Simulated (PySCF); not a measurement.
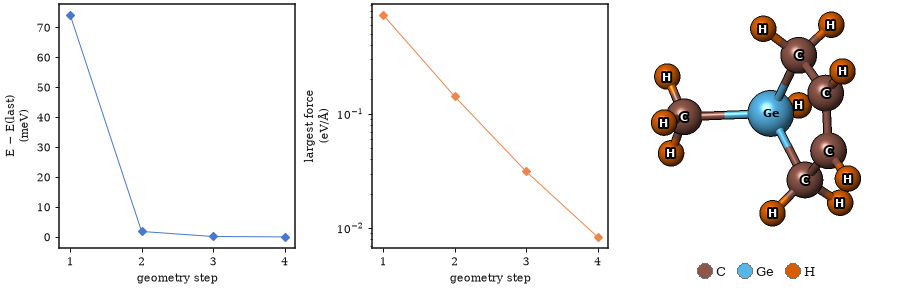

Beside the plot: the molecule at the start.

History of a geometry optimisation.

The run: C$_{5}$H$_{10}$Ge (SMILES [CH3][GeH]1[CH2]C=C[CH2]1), by PBE0-D3(BJ)/def2-SVP, geometry optimisation in PySCF 2.14.0, density fitting.

> How did it end, and what did it gain?

The optimisation met its thresholds at geometry 4, counting the start as the first. The energy fell by about 74 meV from the first step to the last. The largest force goes from about 0.73 eV/Å at the start to 8 × 10⁻³ eV/Å at the end.
